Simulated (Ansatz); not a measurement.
# NH (triplet): one molecule under many settings

Aim: run NH (triplet) under a spread of inputs, and see what each costs and gives.

Computed with Ansatz 0.2.0, Gaussian basis. Level: the settings change from run to run.

### 1 The relaxed structure

The structure was relaxed beforehand with PBE0-D4 in a triple-zeta def2 set.

SMILES `[NH]`, 2 atoms, charge 0, spin multiplicity 3.

Atoms are counted from 1 here; the program's logs count them from 0.

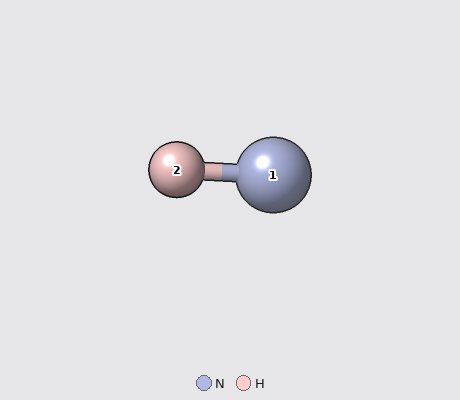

The geometry (nitrogen light blue, hydrogen pink); atoms are numbered from 1 in the order of the file.

### 2 wB97X/aug-pcseg-2

Options: restricted open-shell orbitals, atoms shaken by 0.15 Å, a grid of angular degree 11, relativity set to scalar, the search for lower states set to light.

in.yaml

```yaml
crystal:
  periodic: [false, false, false]
  atoms:
    - {symbol: N, position_ang: [0.059519, -0.039392, -0.228760]}
    - {symbol: H, position_ang: [-0.092109, -0.038505, 1.233508]}
basis:
  gaussian: {orbitals: aug-pcseg-2, final_grid: {core_spheres: 5, valence_spheres: 4, degree: 11}}
magnetization: {spin_polarized: false, initial_magnetization: 2}
hamiltonian: {xc: {name: wB97X}, pseudopotentials: {relativity: scalar}}
scf: {lower_state_search: light}
output: {forces: true}
```

Launch:

```
ansatz run in.yaml --threads 2 --pin off --events-out ev --progress --plain --max-ram 22528MiB --backend cpu
```

What it wrote, cut to the lines that bear on the results:

```text
Functional definition: wB97X
  name "wB97X"
  cite "Chai & Head-Gordon, J. Chem. Phys. 128, 084106 (2008) doi:10.1063/1.2834918"
  cite "Becke, J. Chem. Phys. 107, 8554 (1997) doi:10.1063/1.475007"
[...]
  # The coefficients of nought are those of the uniform gas.
[...]
      + exact_x_lr(omega)
[...]
      + integral(e_c_pw_opposite_spin*poly(b97_u_opposite, 1, cos1, cos2, cos3, cos4))
245 factors; their error is unknown
123 factors; integrals over basis functions are off by at most 7.8e-5 eV
[...]
mean field -1501.75066245 eV, -55.1883189219 hartree, gradient 1.8e-5 eV, S^2 2.000000; 0 other end points of the search recorded, 0 dependent functions left out
[...]
reference -1501.75063629 eV, -55.1883179606 hartree; 5, 3 occupied and 64, 66 virtual orbitals, 245 factors
Total energy: -1501.75063629 eV, -55.1883179606 hartree
Relativity: scalar
Atom 0 at     0.059519    -0.039392    -0.228760 Å, force    -0.531523     0.003109     5.125896 eV/Å
Atom 1 at    -0.092109    -0.038505     1.233508 Å, force     0.531523    -0.003109    -5.125896 eV/Å
Dipole moment:    -0.025681     0.000150     0.247667 e Å
```

Wall time 0.4 s (2 threads of AMD EPYC 7R13, shared host).

Largest force 5.153 eV/Å, dipole 1.20 D.

### 3 HSE06/cc-pVDZ

Set apart from the defaults: atoms shaken by 0.08 Å, D4 dispersion.

in.yaml

```yaml
crystal:
  periodic: [false, false, false]
  atoms:
    - {symbol: N, position_ang: [-0.022634, 0.124930, 0.003386]}
    - {symbol: H, position_ang: [-0.095517, -0.025858, 0.994349]}
basis:
  gaussian: {orbitals: cc-pVDZ}
magnetization: {spin_polarized: true, initial_magnetization: 2}
hamiltonian: {xc: {name: HSE06}, dispersion: d4}
```

Same command.

What it wrote, cut to the lines that bear on the results:

```text
Functional definition: HSE06
  name "HSE06"
  cite "Heyd, Scuseria & Ernzerhof, J. Chem. Phys. 118, 8207 (2003) doi:10.1063/1.1564060"
  cite "Krukau, Vydrov, Izmaylov & Scuseria, J. Chem. Phys. 125, 224106 (2006) doi:10.1063/1.2404663"
  cite "Heyd & Scuseria, J. Chem. Phys. 120, 7274 (2004) doi:10.1063/1.1668634"
  cite "Ernzerhof & Perdew, J. Chem. Phys. 109, 3313 (1998) doi:10.1063/1.476928"
  cite "Perdew, Burke & Ernzerhof, Phys. Rev. Lett. 77, 3865 (1996) doi:10.1103/PhysRevLett.77.3865"
  parent pbe
[...]
  # The whole range is PBE's own exchange, as in plane waves. The composition of these papers is wPBEh.
[...]
180 factors; integrals over basis functions are off by at most 1.5e-3 eV
19 factors; integrals over basis functions are off by at most 2.8e-6 eV
[...]
mean field -1500.87065914 eV, -55.1559793969 hartree, gradient 3.4e-5 eV, S^2 2.005124; 0 other end points of the search recorded, 0 dependent functions left out
reference -1500.87067112 eV, -55.1559798369 hartree; 5, 3 occupied and 14, 16 virtual orbitals, 180 factors
Total energy: -1500.87230115 eV, -55.1560397395 hartree
```

Wall time 0.2 s (2 threads of AMD EPYC 7R13, shared host).

⟨S²⟩ 2.005.

### 4 rPW86-PBE/def2-TZVPD

Set apart from the defaults: restricted open-shell orbitals, a point charge of -1.00 e beside it, high accuracy.

in.yaml

```yaml
crystal:
  periodic: [false, false, false]
  atoms:
    - {symbol: N, position_ang: [0.000000, 0.000000, -0.001734]}
    - {symbol: H, position_ang: [-0.000000, -0.000000, 1.037944]}
basis:
  gaussian: {orbitals: def2-TZVPD, point_charges: [{charge: -1.00, position_ang: [2.859, 0.593, 0.821]}]}
magnetization: {spin_polarized: false, initial_magnetization: 2}
hamiltonian: {xc: {name: rPW86-PBE}}
accuracy: high
```

Launched as before.

What it wrote:

```text
Functional definition: rPW86-PBE
  name "rPW86-PBE"
  cite "Murray, Lee & Langreth, J. Chem. Theory Comput. 5, 2754 (2009) doi:10.1021/ct900365q"
  cite "Perdew, Burke & Ernzerhof, Phys. Rev. Lett. 77, 3865 (1996) doi:10.1103/PhysRevLett.77.3865"
  parent pbe
  exchange = rpw86_x
  correlation = pbe_c
591 factors; integrals over basis functions are off by at most 3.5e-9 eV
mean field evaluation 1: about -1505.1033 eV, gradient 2.3e1 eV
mean field evaluation 2: about -1505.1024 eV, gradient 2.3e1 eV
mean field evaluation 4: about -1506.3902 eV, gradient 2.4e0 eV
mean field evaluation 8: about -1506.4091 eV, gradient 1.9e-2 eV
mean field evaluation 16: about -1506.4091 eV, gradient 5.1e-7 eV
mean field -1506.40910846 eV, -55.3595136552 hartree, gradient 4.5e-8 eV, S^2 2.000000; 0 other end points of the search recorded, 0 dependent functions left out
reference -1506.40911761 eV, -55.3595139915 hartree; 5, 3 occupied and 41, 43 virtual orbitals, 591 factors
Total energy: -1506.40911761 eV, -55.3595139915 hartree
```

Wall time 1 s (2 threads of AMD EPYC 7R13, shared host).

### 5 B97M-V/ANO-RCC-VTZP

Options: multiplicity 5, restricted open-shell orbitals, atoms shaken by 0.15 Å, finite nuclei.

in.yaml

```yaml
crystal:
  periodic: [false, false, false]
  atoms:
    - {symbol: N, position_ang: [0.093330, 0.137025, 0.016469]}
    - {symbol: H, position_ang: [0.104425, 0.009502, 1.107334]}
basis:
  gaussian: {orbitals: ANO-RCC-VTZP, nuclear_model: gaussian}
magnetization: {spin_polarized: false, initial_magnetization: 4}
hamiltonian: {xc: {name: B97M-V}}
```

The command is unchanged.

What it wrote, cut to the lines that bear on the results:

```text
Functional definition: B97M-V
  name "B97M-V"
  cite "Mardirossian & Head-Gordon, J. Chem. Phys. 142, 074111 (2015) doi:10.1063/1.4907719"
  cite "Becke, J. Chem. Phys. 107, 8554 (1997) doi:10.1063/1.475007"
  cite "Vydrov & Van Voorhis, J. Chem. Phys. 133, 244103 (2010) doi:10.1063/1.3521275"
  # Of w^i u^j: cxij and so on, Table III.
[...]
  gx(w, u) = cx00 + cx01*u + cx02*u^2 + (cx10 + cx11*u)*w
  gss(w, u) = css00 + css02*u^2 + css10*w + (css32*w^3 + css42*w^4)*u^2
  gos(w, u) = cos00 + cos01*u + cos03*u^3 + cos10*w + cos32*w^3*u^2
[...]
      + integral(e_c_pw_mod_opposite_spin*gos(b97_w_opposite, b97_u_opposite)) + vv10(b, c)
292 factors; their error is unknown
[...]
mean field -1495.59822517 eV, -54.9622210219 hartree, gradient 1.6e-5 eV, S^2 6.000000; 0 other end points of the search recorded, 0 dependent functions left out
reference -1495.59827944 eV, -54.9622230165 hartree; 6, 2 occupied and 38, 42 virtual orbitals, 292 factors
Total energy: -1495.59827944 eV, -54.9622230165 hartree
Relativity: scalar
```

Run time: 0.76 s. Hardware: 2 threads of AMD EPYC 7R13, shared host.

### 6 r2SCAN0/cc-pVTZ

Options: D3(BJ) with three-body dispersion, high accuracy.

in.yaml

```yaml
crystal:
  periodic: [false, false, false]
  atoms:
    - {symbol: N, position_ang: [0.000000, 0.000000, -0.001734]}
    - {symbol: H, position_ang: [-0.000000, -0.000000, 1.037944]}
basis:
  gaussian: {orbitals: cc-pVTZ}
magnetization: {spin_polarized: true, initial_magnetization: 2}
hamiltonian: {xc: {name: r2SCAN0}, dispersion: d3bjatm}
accuracy: high
```

The command is unchanged.

What it wrote, cut to the lines that bear on the results:

```text
Functional definition: r2SCAN0
  name "r2SCAN0"
  cite "Bursch, Neugebauer, Ehlert & Grimme, J. Chem. Phys. 156, 134105 (2022) doi:10.1063/5.0086040"
  cite "Furness, Kaplan, Ning, Perdew & Sun, J. Phys. Chem. Lett. 11, 8208 (2020) doi:10.1021/acs.jpclett.0c02405"
  cite "Furness, Kaplan, Ning, Perdew & Sun, J. Phys. Chem. Lett. 11, 9248 (2020) doi:10.1021/acs.jpclett.0c03077"
  parent r2scan
[...]
592 factors; integrals over basis functions are off by at most 3.0e-9 eV
[...]
mean field -1502.32382958 eV, -55.2093824253 hartree, gradient 7.0e-9 eV, S^2 2.008993; 0 other end points of the search recorded, 0 dependent functions left out
reference -1502.32383034 eV, -55.2093824532 hartree; 5, 3 occupied and 39, 41 virtual orbitals, 592 factors
Total energy: -1502.32522051 eV, -55.2094335412 hartree
```

Run time: 0.81 s. Hardware: 2 threads of AMD EPYC 7R13, shared host.

⟨S²⟩ 2.009.

### 7 SVWN5/aug-pcseg-2

Set apart from the defaults: coordinates scaled by 1.12.

in.yaml

```yaml
crystal:
  periodic: [false, false, false]
  atoms:
    - {symbol: N, position_ang: [0.000000, 0.000000, -0.001942]}
    - {symbol: H, position_ang: [-0.000000, -0.000000, 1.162497]}
basis:
  gaussian: {orbitals: aug-pcseg-2}
magnetization: {spin_polarized: true, initial_magnetization: 2}
hamiltonian: {xc: {name: SVWN5}}
output: {forces: true}
```

The command is unchanged.

What it wrote, cut to the lines that bear on the results:

```text
Functional definition: SVWN5
  name "SVWN5"
  cite "Dirac, Proc. Camb. Phil. Soc. 26, 376 (1930) doi:10.1017/S0305004100016108"
  cite "Slater, Phys. Rev. 81, 385 (1951) doi:10.1103/PhysRev.81.385"
  cite "Vosko, Wilk & Nusair, Can. J. Phys. 58, 1200 (1980) doi:10.1139/p80-159"
[...]
245 factors; their error is unknown
[...]
mean field -1489.99622007 eV, -54.7563511319 hartree, gradient 1.5e-5 eV, S^2 2.007574; 0 other end points of the search recorded, 0 dependent functions left out
[...]
reference -1489.99626523 eV, -54.7563527916 hartree; 5, 3 occupied and 64, 66 virtual orbitals, 245 factors
Total energy: -1489.99626523 eV, -54.7563527916 hartree
Atom 0 at     0.000000     0.000000    -0.001942 Å, force    -0.000000    -0.000000     2.691652 eV/Å
Atom 1 at    -0.000000    -0.000000     1.162497 Å, force     0.000000     0.000000    -2.691652 eV/Å
Dipole moment:    -0.000000     0.000000     0.300928 e Å
```

It took 0.2 s on 2 threads of AMD EPYC 7R13, shared host.

Largest force 2.692 eV/Å, dipole 1.45 D, ⟨S²⟩ 2.008.

### 8 PBEsol/aug-cc-pVTZ

in.yaml

```yaml
crystal:
  periodic: [false, false, false]
  atoms:
    - {symbol: N, position_ang: [0.000000, 0.000000, -0.001734]}
    - {symbol: H, position_ang: [-0.000000, -0.000000, 1.037944]}
basis:
  gaussian: {orbitals: aug-cc-pVTZ}
magnetization: {spin_polarized: true, initial_magnetization: 2}
hamiltonian: {xc: {name: PBEsol}}
output: {forces: true}
```

Launched as before.

What it wrote, cut to the lines that bear on the results:

```text
Functional definition: PBEsol
  name "PBEsol"
  cite "Perdew et al., Phys. Rev. Lett. 100, 136406 (2008) doi:10.1103/PhysRevLett.100.136406"
  cite "Perdew, Burke & Ernzerhof, Phys. Rev. Lett. 77, 3865 (1996) doi:10.1103/PhysRevLett.77.3865"
  parent pbesol
[...]
269 factors; their error is unknown
[...]
mean field -1495.39003089 eV, -54.9545700233 hartree, gradient 5.2e-6 eV, S^2 2.005243; 0 other end points of the search recorded, 0 dependent functions left out
[...]
reference -1495.39007760 eV, -54.9545717400 hartree; 5, 3 occupied and 64, 66 virtual orbitals, 269 factors
Total energy: -1495.39007760 eV, -54.9545717400 hartree
Atom 0 at     0.000000     0.000000    -0.001734 Å, force    -0.000000    -0.000000    -0.520314 eV/Å
Atom 1 at    -0.000000    -0.000000     1.037944 Å, force     0.000000     0.000000     0.520314 eV/Å
Dipole moment:    -0.000000     0.000000     0.311918 e Å
```

Run time: 0.35 s. Hardware: 2 threads of AMD EPYC 7R13, shared host.

Largest force 0.520 eV/Å, dipole 1.50 D, ⟨S²⟩ 2.005.

### 9 r2SCAN0/def2-mTZVPP

This run has atoms shaken by 0.08 Å.

in.yaml

```yaml
crystal:
  periodic: [false, false, false]
  atoms:
    - {symbol: N, position_ang: [0.064697, 0.143647, 0.124795]}
    - {symbol: H, position_ang: [0.138716, 0.031537, 0.908433]}
basis:
  gaussian: {orbitals: def2-mTZVPP}
magnetization: {spin_polarized: true, initial_magnetization: 2}
hamiltonian: {xc: {name: r2SCAN0}}
output: {forces: true}
```

Launched as before.

What it wrote, cut to the lines that bear on the results:

```text
Functional definition: r2SCAN0
  name "r2SCAN0"
  cite "Bursch, Neugebauer, Ehlert & Grimme, J. Chem. Phys. 156, 134105 (2022) doi:10.1063/5.0086040"
  cite "Furness, Kaplan, Ning, Perdew & Sun, J. Phys. Chem. Lett. 11, 8208 (2020) doi:10.1021/acs.jpclett.0c02405"
  cite "Furness, Kaplan, Ning, Perdew & Sun, J. Phys. Chem. Lett. 11, 9248 (2020) doi:10.1021/acs.jpclett.0c03077"
  parent r2scan
[...]
212 factors; their error is unknown
[...]
mean field -1500.40331920 eV, -55.1388049709 hartree, gradient 1.1e-5 eV, S^2 2.007459; 0 other end points of the search recorded, 0 dependent functions left out
[...]
reference -1500.40332314 eV, -55.1388051155 hartree; 5, 3 occupied and 24, 26 virtual orbitals, 212 factors
Total energy: -1500.40332314 eV, -55.1388051155 hartree
Atom 0 at     0.064697     0.143647     0.124795 Å, force    -1.993914     3.020005   -21.109539 eV/Å
Atom 1 at     0.138716     0.031537     0.908433 Å, force     1.993914    -3.020005    21.109539 eV/Å
Dipole moment:     0.031861    -0.048258     0.337316 e Å
```

Wall time 0.41 s (2 threads of AMD EPYC 7R13, shared host).

Largest force 21.417 eV/Å, dipole 1.64 D, ⟨S²⟩ 2.007.

### 10 BLYP/cc-pVTZ

Set apart from the defaults: multiplicity 5, D4 dispersion, relativity set to none, the search for lower states set to full.

in.yaml

```yaml
crystal:
  periodic: [false, false, false]
  atoms:
    - {symbol: N, position_ang: [0.000000, 0.000000, -0.001734]}
    - {symbol: H, position_ang: [-0.000000, -0.000000, 1.037944]}
basis:
  gaussian: {orbitals: cc-pVTZ}
magnetization: {spin_polarized: true, initial_magnetization: 4}
hamiltonian: {xc: {name: BLYP}, dispersion: d4, pseudopotentials: {relativity: none}}
scf: {lower_state_search: full}
```

Launched as before.

What it wrote, cut to the lines that bear on the results:

```text
Functional definition: BLYP
  name "BLYP"
  cite "Becke, Phys. Rev. A 38, 3098 (1988) doi:10.1103/PhysRevA.38.3098"
  cite "Lee, Yang & Parr, Phys. Rev. B 37, 785 (1988) doi:10.1103/PhysRevB.37.785"
[...]
235 factors; their error is unknown
[...]
mean field -1493.47630816 eV, -54.8842420102 hartree, gradient 6.5e-6 eV, S^2 6.001560; 4 other end points of the search recorded, 0 dependent functions left out
reference -1493.47651514 eV, -54.8842496167 hartree; 6, 2 occupied and 38, 42 virtual orbitals, 235 factors
Total energy: -1493.48205465 eV, -54.8844531898 hartree
```

Run time: 0.4 s. Hardware: 2 threads of AMD EPYC 7R13, shared host.

⟨S²⟩ 6.002.

### 11 The runs in one table

| level | charge | multiplicity | geometry | functions | energy (eV) | time |
| --- | --- | --- | --- | --- | --- | --- |
| wB97X/aug-pcseg-2 | 0 | 3 | shaken | 69 | -1501.751 | 0.4 s |
| HSE06/cc-pVDZ | 0 | 3 | shaken | 19 | -1500.872 | 0.2 s |
| rPW86-PBE/def2-TZVPD | 0 | 3 | relaxed, point charge | 46 | -1506.409 | 1 s |
| B97M-V/ANO-RCC-VTZP | 0 | 5 | shaken | 44 | -1495.598 | 0.76 s |
| r2SCAN0/cc-pVTZ | 0 | 3 | relaxed | 44 | -1502.325 | 0.81 s |
| SVWN5/aug-pcseg-2 | 0 | 3 | scaled | 69 | -1489.996 | 0.2 s |
| PBEsol/aug-cc-pVTZ | 0 | 3 | relaxed | 69 | -1495.390 | 0.35 s |
| r2SCAN0/def2-mTZVPP | 0 | 3 | shaken | 29 | -1500.403 | 0.41 s |
| BLYP/cc-pVTZ | 0 | 5 | relaxed | 44 | -1493.482 | 0.4 s |

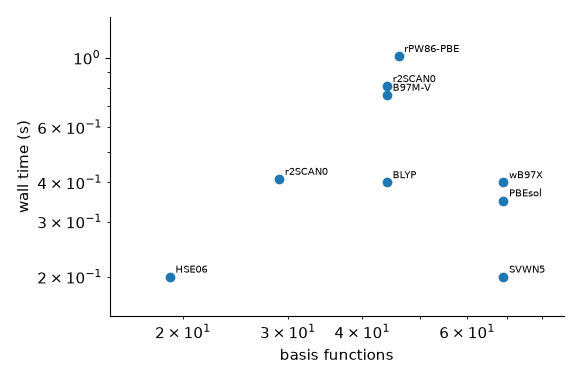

Wall time against the number of basis functions (shared host).

### 12 Outcome

| quantity | value |
| --- | --- |
| runs | 9 |
| quickest | HSE06/cc-pVDZ, 0.2 s |
| slowest | rPW86-PBE/def2-TZVPD, 1 s |
| spread of total energies, same state and geometry | 6.9 eV |

rPW86-PBE/def2-TZVPD took 5 times as long as HSE06/cc-pVDZ. The jobs differ in tasks and options as well as level. Total energies at one charge and spin differ by 7 eV between levels, so only differences within one level mean anything. At the PBE0-D4/def2-TZVP geometry and in the same state, runs without warnings or point charges leave forces up to 0.52 eV/Å (PBEsol/aug-cc-pVTZ), against 21.4 eV/Å where the atoms were moved.
